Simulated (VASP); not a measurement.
Band structure of ZnSe (zinc blende). These are PW91 GGA, VASP's PBE PAW potentials (set 64) (plane waves; VASP) values and carry that method's errors.

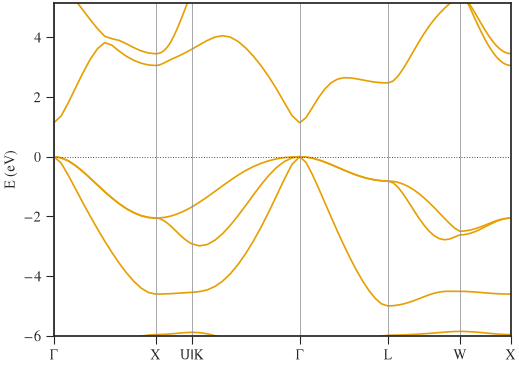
Bands along high-symmetry lines, zero at the valence-band maximum or, without a gap, the Fermi level

**Question.** Read the plot: is there a gap, and where are the band edges?

**Answer.** The gap is direct, 1.14 eV, from the valence maximum at Γ to the conduction minimum at Γ. (Edges off the drawn lines would not show.)

Measured: gap 2.87 eV (computed value off by -1.73 eV), as given by Wei Chen et al., Physical Review Materials (2018), doi:10.1103/physrevmaterials.2.073803 [zero-point renormalisation of 0.05 eV added back (the table's ZPR column)].

The compound is ZnSe in the zinc blende structure. It was relaxed first.
